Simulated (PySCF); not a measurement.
Al(H)2(Me)(HOMe), C2H9AlO, singlet at its PBE0/def2-SVP optimised geometry (Å):

```
13

Al     0.2634    -1.8900     0.0000
H     -0.4536    -2.1740    -1.4151
H      1.8746    -1.8900     0.0000
C     -0.7064    -2.4124     1.6346
H     -0.2459    -2.0030     2.5494
H     -0.7076    -3.5114     1.7436
H     -1.7662    -2.1038     1.6267
C     -0.9958     0.8373    -0.4692
O      0.1428     0.1236     0.0000
H     -0.9372     1.8900    -0.1571
H     -1.8746     0.3750    -0.0032
H     -1.0900     0.7631    -1.5632
H      0.9661     0.5154    -0.3188
```

Calculation: PBE0/def2-TZVP in PySCF.

Map of the HOMO amplitude (bohr^(-3/2)), clipped to [-0.25, 0.25] on the plane z = 1.2 Å; orbital energy -7.15 eV, overall sign arbitrary:

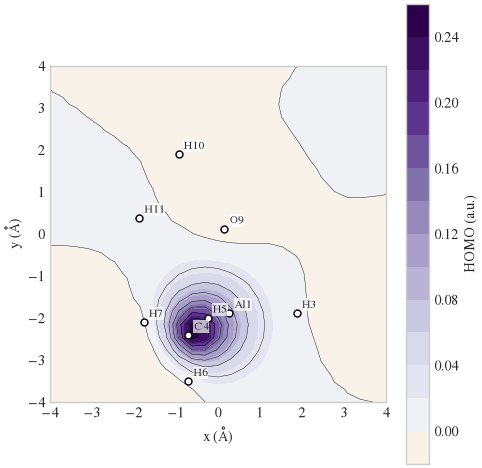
Figure: HOMO amplitude (bohr^(-3/2)), clipped to [-0.25, 0.25] on the plane z = 1.2 Å.
